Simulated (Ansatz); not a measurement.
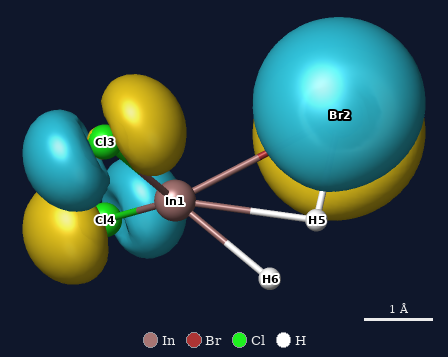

*BrCl$_{2}$H$_{2}$In. The HOMO−1 at ±0.1 Å⁻³ᐟ² (yellow and cyan are the two phases), seen from one side.*

A transition-state structure; geometry: PBE0-D4/def2-TZVP; core potentials replace the inner electrons of In.

These are results of Ansatz 0.2.0, RKS PBE0-D4/def2-TZVPP, not measurements.

Input

```
crystal:
  periodic: [false, false, false]
  atoms:
    - {symbol: In, position_ang: [-0.326687, -0.009090, -0.556748]}
    - {symbol: Br, position_ang: [0.622306, -0.937189, 1.884048]}
    - {symbol: Cl, position_ang: [0.635738, -1.204245, -2.267743]}
    - {symbol: Cl, position_ang: [-2.582788, 0.402349, -0.405464]}
    - {symbol: H, position_ang: [0.885088, 0.500075, 1.098273]}
    - {symbol: H, position_ang: [0.766341, 1.248200, 0.247634]}
basis:
  gaussian: {orbitals: def2-TZVPP}
hamiltonian: {xc: pbe0, dispersion: d4}
output: {orbitals: {seedname: orbitals}}
```

Command:

```sh
ansatz run in.yaml --threads 8 --pin off --events-out ev --progress --plain --max-ram 19148MiB
```

What is the character of this orbital?

Its weight (Hirshfeld) is mainly on Br2 (about 75 %), Cl3 (about 10 %) and Cl4 (about 10 %); largely a lone pair of Br2. Its energy is −9.14 eV.
